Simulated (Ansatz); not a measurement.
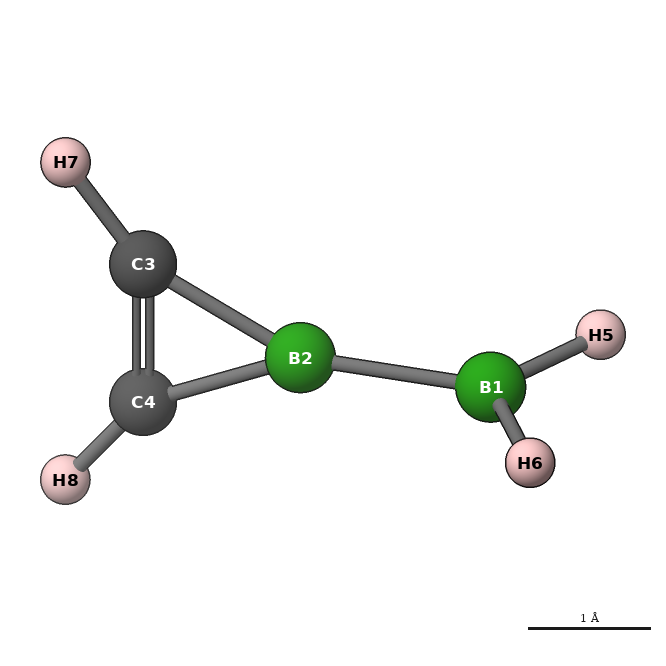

Numbered structure. Computed geometry: PBE-D4/def2-SVP optimisation. No frequency run is at hand to confirm it as a minimum.

Give the bond lengths.

| bond | length (Å) | order |
| --- | --- | --- |
| B1–B2 | 1.636 | single |
| B1–H5 | 1.219 | single |
| B1–H6 | 1.219 | single |
| B2–C3 | 1.510 | single |
| B2–C4 | 1.510 | single |
| C3–C4 | 1.341 | double |
| C3–H7 | 1.100 | single |
| C4–H8 | 1.100 | single |
